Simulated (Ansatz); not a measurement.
Given this structure, coordinates from a relaxation (final pressure about -18 GPa) with Ansatz, DFT, PAW plane waves, lda, spin-orbit; the starting structure was generated, so it need not be a known form of this composition, written in its standard cell:

```xyz
10
Lattice="3.8999 0.0000 0.0000 0.0000 3.8999 0.0000 0.0000 0.0000 9.0626" Properties=species:S:1:pos:R:3 pbc="T T T"
N     1.9499    0.0000    6.7969
N     0.0000    1.9499    6.7969
Lu    0.0000    0.0000    0.0000
Si    1.9499    1.9499    7.4271
Si    0.0000    0.0000    6.1668
N     0.0000    1.9499    2.2656
N     1.9499    0.0000    2.2656
Lu    1.9499    1.9499    4.5313
Si    0.0000    0.0000    2.8958
Si    1.9499    1.9499    1.6355
```

Predict the [001] zone-axis pattern (120 kV, kinematic, B = 0.5 Å²).

Answer. The spots form a square net with both shortest vectors at d = 2.76 Å, 90.0° apart. They are 1 -1 0 and 1 1 0. The pattern has symmetry 4mm. The lattice centring (I) removes all reflections that break h + k + l = 2n.

Strongest reflections with d > 0.85 Å, one of each family (|F|² from tabulated Gaussian fits of the electron scattering factors, times a small damping for the curvature of the Ewald sphere):

```json
{"hkl": "2 0 0", "d (Å)": "1.950", "I (strongest = 100)": "100"}
{"hkl": "1 1 0", "d (Å)": "2.758", "I (strongest = 100)": "72"}
{"hkl": "2 2 0", "d (Å)": "1.379", "I (strongest = 100)": "44"}
{"hkl": "4 0 0", "d (Å)": "0.975", "I (strongest = 100)": "16"}
{"hkl": "3 1 0", "d (Å)": "1.233", "I (strongest = 100)": "12"}
{"hkl": "4 2 0", "d (Å)": "0.872", "I (strongest = 100)": "11"}
```

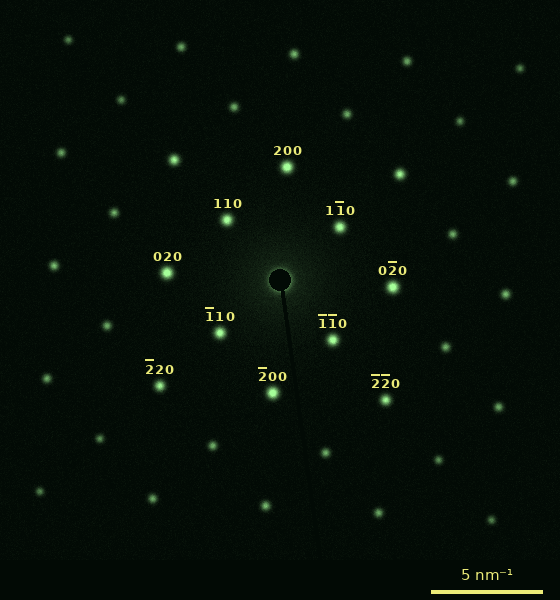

Calculated pattern, seen from the source side with [001] pointing towards the source.
